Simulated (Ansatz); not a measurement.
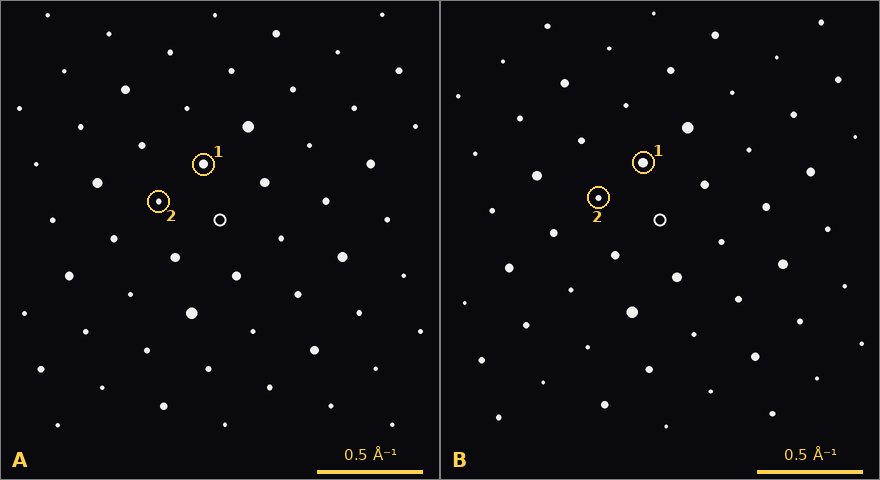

Kinematic electron diffraction patterns (120 kV, B = 0.5 Å², same scale) along [010] of the run's own cell, for the start and the end of one relaxation of NbGa2 with DFT PBE, scalar-relativistic, plane waves, PAW (Ansatz). k mesh 14×14×14. The start is a generated model structure, and the relaxation ends in the nearest stationary point of its symmetry, not necessarily the ground state. Spot 1 is -1 0 1 and spot 2 is 0 0 1 in both.

Start structure:

```yaml
crystal:
  lattice:
    - [-2.16601, 2.34703, 2.94473]
    - [2.16601, -2.34703, 2.94473]
    - [2.16601, 2.34703, -2.94473]
  atoms:
    - { symbol: Nb, position: [0.00000, 0.00000, 0.00000] }
    - { symbol: Ga, position: [0.73019, 0.23019, 0.50000] }
    - { symbol: Ga, position: [0.26981, 0.76981, 0.50000] }
```

Q: Which pattern belongs to the start structure, and which to the relaxed one?

A: B is the start: its cell gives d(1) = 3.490 Å, d(2) = 3.184 Å and an angle of 53.7°. A is the relaxed structure, with d(1) = 3.574 Å (+2.4 %), d(2) = 3.251 Å (+2.1 %) and 56.7°.

Q: Name reflections whose intensity changes strongly on relaxation.

A: 3 0 0 goes from 11 to 4.2 % of the strongest spot; 3 0 -2 goes from 15 to 6.5 % of the strongest spot.

Q: Summarise the relaxation behind the change.

A: The volume changed by +0.3 % to 20.02 Å³ an atom; with the mean shift removed, the atoms moved by up to 0.11 Å relative to the cell (Ga most); the space group went from Immm (No. 71) to I4/mmm (No. 139); the free energy fell by 2.1 meV an atom. Relaxed cell: a = 4.317 Å, b = 4.317 Å, c = 4.317 Å, α = 115.66°, β = 115.68°, γ = 97.68°.
